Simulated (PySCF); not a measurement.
**C6H6, SMILES `C=C1C=CC=C1`: what the electrons do**

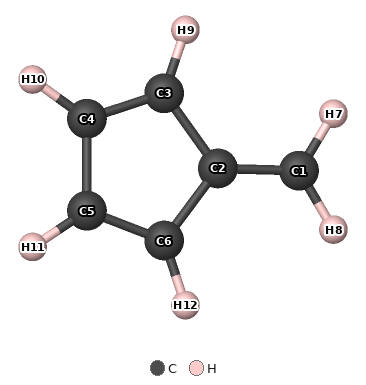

The molecule, with its atoms numbered as below. No frequency check shows the geometry to be a minimum.

Coordinates in Å:

```
C1      -2.0914   -0.0001    0.0000
C2      -0.7572    0.0003    0.0000
C3       0.1266   -1.1663    0.0000
C4       1.3962   -0.7287    0.0000
C5       1.3961    0.7288    0.0000
C6       0.1264    1.1662    0.0000
H7      -2.6568   -0.9177    0.0000
H8      -2.6570    0.9172    0.0000
H9      -0.2230   -2.1815    0.0000
H10      2.2901   -1.3265    0.0000
H11      2.2899    1.3267    0.0000
H12     -0.2234    2.1813    0.0000
```

## 1. In an electric field

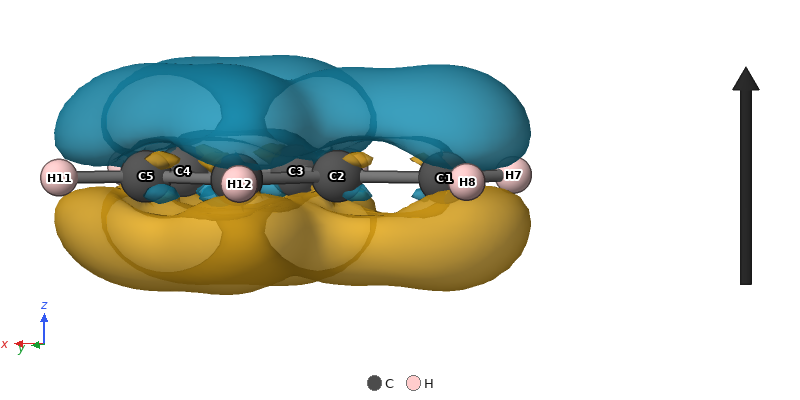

Change of the electron density in a uniform field of 0.10 V/Å along +z (arrow), surfaces at ±0.0004 e/Å³ (yellow: gain, teal: loss).

Level of theory: ωB97X/6-31G* (PySCF), at a geometry from GFN2-xTB. A basis without diffuse functions makes polarisabilities too small.

The field was applied in both directions; the picture shows the one opposite to the script's first.

How large is the response?

Answer. The induced dipole is 0.11 D (along the field); α along this axis, from the fields in both directions, is 21 bohr³ (3.1 Å³).

## 2. Removing or adding an electron

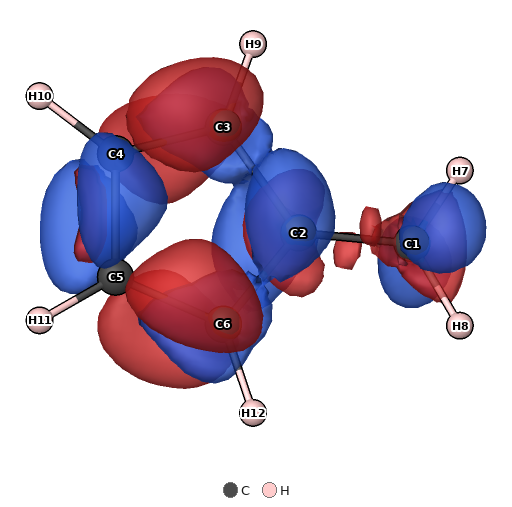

Dual descriptor f⁺ − f⁻ at ±0.03 e/Å³ (blue positive, red negative).

Method: ωB97X/6-31G*; geometry: GFN2-xTB; program: PySCF.

Which atoms come out as electrophilic, and which as nucleophilic?

Answer. Electrophilic (positive): C1 (+0.07) and C2 (+0.06). Nucleophilic (negative): C3 and C6 (−0.08). f⁻ (Hirshfeld-condensed) is largest on C3 and C6 (0.17 each), C4 and C5 (0.11 each) and C1 (0.10); the vertical ionisation energy is 8.15 eV. f⁺ (Hirshfeld-condensed) is largest on C1 (0.18) and C4 and C5 (0.11 each); the vertical electron affinity is −0.47 eV (the stability of the anion's solution wasn't checked; negative, but this basis has no diffuse functions, so it doesn't show that the anion is unbound).

## 3. Magnetic shielding

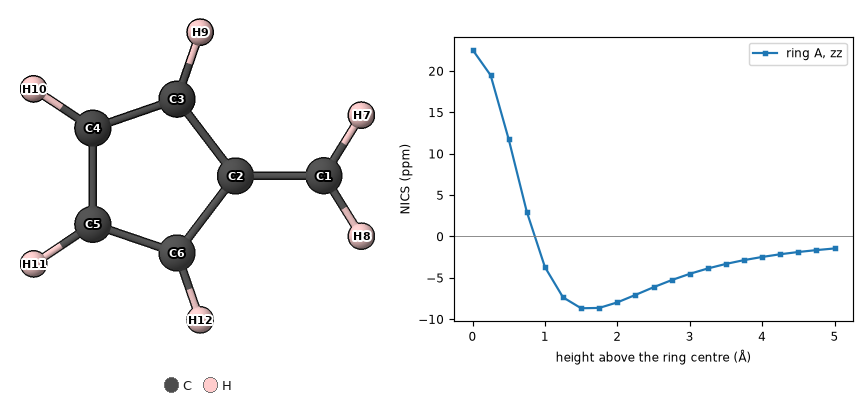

GIAO NICS scans along the ring normals; ring A: 5-membered ring C2/C3/C4/C5/C6.

Computed with PySCF, PBE0/6-31+G*, geometry: GFN2-xTB.

What does each scan say about the ring current?

Answer. Ring A is neither clearly diatropic nor paratropic (non-aromatic): NICSzz reaches +22.6 ppm at 0.00 Å; NICS(0) = +1.4, NICS(1) = −2.3, NICS(1)zz = −3.7 ppm.
